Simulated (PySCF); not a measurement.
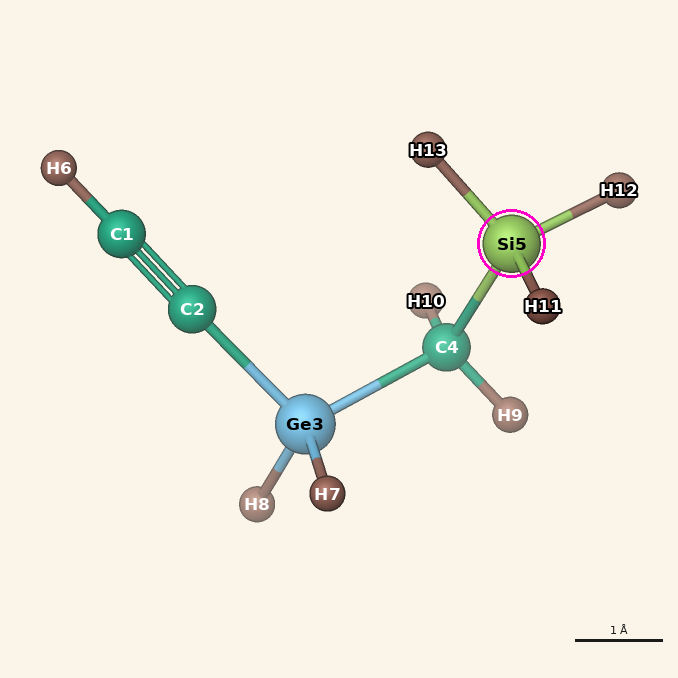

Orthographic view. Distant atoms are faded towards the background colour. Computed geometry: PBE0-D3(BJ)/def2-SVP optimisation. No frequency run is at hand to confirm it as a minimum.

Question: Name the neighbours of the circled atom.

Answer: The circled atom is Si5; it is bonded to C4, H11, H12, H13.

Question: Which atom is nearest the viewer?

Answer: H11, 1.7 Å in front of the mean position.

Question: Which two atoms are farthest apart in space?

Answer: H6 and H12, 6.53 Å.

Question: What is the shortest path along bonds from the circled atom to H7?

Answer: Si5–C4–Ge3–H7, 3 bonds; through space the two are 3.65 Å apart.
